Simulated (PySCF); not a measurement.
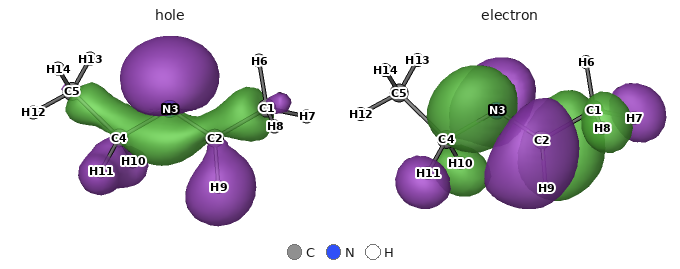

Figure. C4H9N, SMILES `C/C=N/CC`. Leading natural transition orbital pair of S₁ (full linear response singlet states); the surfaces enclose about 85 % of each orbital's density.

Level of theory: B3LYP/cc-pVDZ (PySCF), at a geometry from GFN2-xTB. No frequency check shows the geometry to be a minimum. Without diffuse functions Rydberg states are missing, so the states' numbers hold for this basis only.

**Give its energy, strength and character.**

4.97 eV (249 nm), f = 0.000 (dark), n → π*; the leading pair carries 100 %; hole on N3 (60 %), C2 (10 %) and C4 (9 %), electron on C2 (38 %), N3 (34 %) and C1 and C4 (5 % each); their centroids lie 0.6 Å apart. In canonical orbitals it is mainly HOMO → LUMO (100 %). The HOMO–LUMO gap is 6.55 eV.

The PySCF run took 3.8 min on 1 thread of Intel(R) Xeon(R) 6975P-C (Granite Rapids), with other jobs on the host, peak memory 0.76 GiB.
